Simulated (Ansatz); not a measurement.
# Calculations on BH2F

Part 1: Relaxation

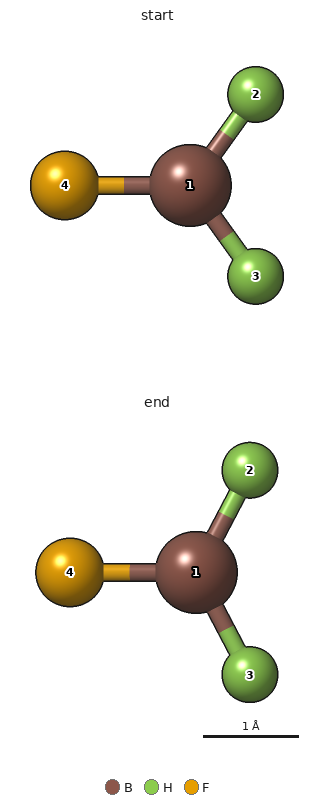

The structure of BH$_{2}$F before (top) and after (bottom) a relaxation, at one scale.

The picture is a ball-and-stick view, seen face on.

The run prepares an end point of a later path (reaction) calculation, from a guessed geometry.

All numbers below come from RKS BLYP-D4/def2-SVP in Ansatz 0.2.0. (no spin polarisation; force threshold 0.03 eV/Å; at most 50 steps)

**What changed between the two?**

The largest moves after the best rigid fit, 0.13 Å, are those of H2 and H3. Largest moves by element: H 0.13 Å, B 0.06 Å, F 0.06 Å. Near-neighbour distances that change, for instance: B1–H2 1.179 → 1.215 Å, B1–F4 1.321 → 1.329 Å. Among the angles between lasting bonds that change: H2–B1–H3 108.6° → 124.6°, H2–B1–F4 125.7° → 117.7°. After 4 accepted moves (5 points after the start) the energy has fallen by 0.187 eV. The largest force component goes from 1.3 to 0.0028 eV/Å. The line search rejected the trial step at point 2 of the run. Cost: 3.2 s on 1 thread of Arm Neoverse V2 (shared host), peak memory 0.095 GiB.

Part 2: Relaxation

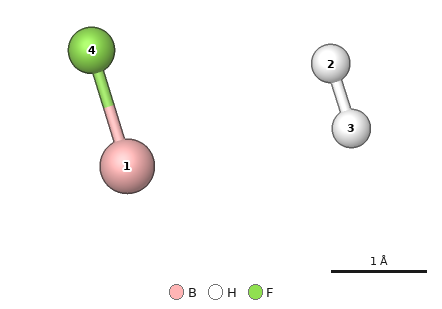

Starting structure of BH2F. A ball-and-stick model, seen face on.

The run prepares an end point of a later path (reaction) calculation, from a guessed geometry.

These are results of RKS BLYP-D4/def2-SVP in Ansatz 0.2.0, not measurements.

The input:
```yaml
crystal:
  periodic: [false, false, false]
  atoms:
    - { symbol: B, position_ang: [-0.213391, -2.0e-05, -0.973018] }
    - { symbol: H, position_ang: [0.978276, 4.8e-05, 1.110922] }
    - { symbol: H, position_ang: [1.538, -3.0e-05, 0.660163] }
    - { symbol: F, position_ang: [-1.202986, 2.0e-06, -0.162967] }
basis:
  gaussian: { orbitals: def2-SVP }
hamiltonian:
  xc: blyp
  dispersion: d4
relax:
  f_tol: 0.03
  max_steps: 50
output:
  orbitals: {}
```

Command:
```bash
ansatz run input.yaml --threads 1 --pin off --max-ram 2048MiB --backend cpu --events-out ev --progress --plain --runs-dir out
```

Where does the relaxation end?

B1 moves most after the best rigid fit: 0.67 Å. Largest moves by element: B 0.67 Å, H 0.51 Å, F 0.20 Å. Near-neighbour distances that change, for instance: H2–H3 0.719 → 0.766 Å. After 8 geometry steps the energy has fallen by 4.67 kcal/mol. Largest force component: 1.5 eV/Å at the start, 0.022 eV/Å at the end. The forces were under the threshold at step 5, but the run went on from there.

History of the run:

| step | E − E(0), kcal/mol | largest force component, eV/Å |
| --- | --- | --- |
| 0 | 0.00 | 1.4781 |
| 1 | -3.03 | 0.6463 |
| 2 | -4.33 | 0.3330 |
| 3 | -4.56 | 0.1596 |
| 4 | -4.65 | 0.0516 |
| 5 | -4.66 | 0.0062 |
| 6 | -4.67 | 0.0050 |
| 7 | -4.67 | 0.1072 |
| 8 | -4.67 | 0.0216 |

The structure at the end:

```xyz
4

B    -0.7013    0.0000   -1.4385
H     1.3160    0.0000    1.4930
H     1.8097    0.0000    0.9069
F    -1.3245    0.0000   -0.3263
```

After the run, drawn alike:

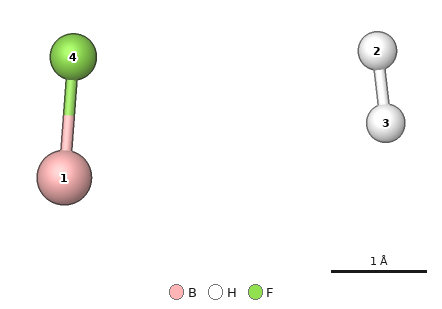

Limits of the set-up: the start holds two separate molecules, 2.4 Å apart at their closest, whose relative position is a soft coordinate.

Part 3: Path

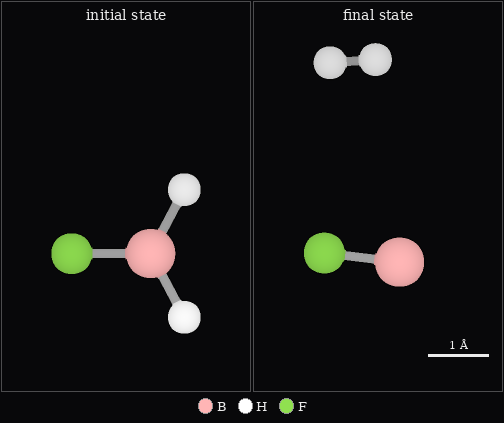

The two relaxed end points of a path for BH2F. A ball-and-stick model, seen face on.

Theory: RKS BLYP-D4/def2-SVP (Ansatz).

Set-up: 5 movable images; climbing image; force threshold 0.05 eV/Å; iteration limit 60.

Start:
```xyz
4

B     0.3181    0.0000    0.1837
H     0.2693    0.0000    1.3976
H     1.3450    0.0000   -0.4655
F    -0.8326    0.0000   -0.4807
```

End:
```xyz
4

B    -0.6784    0.0000   -1.4522
H     1.2968    0.0000    1.5077
H     1.7989    0.0000    0.9287
F    -1.3175    0.0000   -0.3490
```

> What barrier does the band find between them, and by what path?

Forward barrier 90.6 kcal/mol, backward barrier 35.4 kcal/mol, with image 2 at the top; the reaction energy is +55.2 kcal/mol. Breaking: B1–H2 (1.21 → 1.70 at the top → 3.56 Å), B1–H3 (1.21 → 1.23 at the top → 3.44 Å). Forming: H2–H3 (2.15 → 1.19 at the top → 0.77 Å). The band converged in 13 iterations. The largest component of the band force went from 49 to 0.042 eV/Å. The climbing image converged on the top of the path. Its vibrational analysis gives one imaginary mode (1460i cm⁻¹), as a transition state must have.

Energies of the converged images:

```json
{"image": "0", "path (Å)": "0.00", "E (kcal/mol)": "0.0"}
{"image": "1", "path (Å)": "0.55", "E (kcal/mol)": "32.8"}
{"image": "2", "path (Å)": "1.10", "E (kcal/mol)": "90.6"}
{"image": "3", "path (Å)": "1.59", "E (kcal/mol)": "67.5"}
{"image": "4", "path (Å)": "2.08", "E (kcal/mol)": "57.6"}
{"image": "5", "path (Å)": "2.57", "E (kcal/mol)": "55.4"}
{"image": "6", "path (Å)": "3.06", "E (kcal/mol)": "55.2"}
```

The geometry at the top of the path:

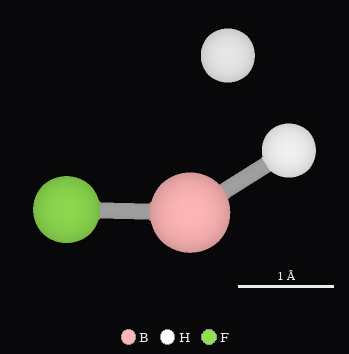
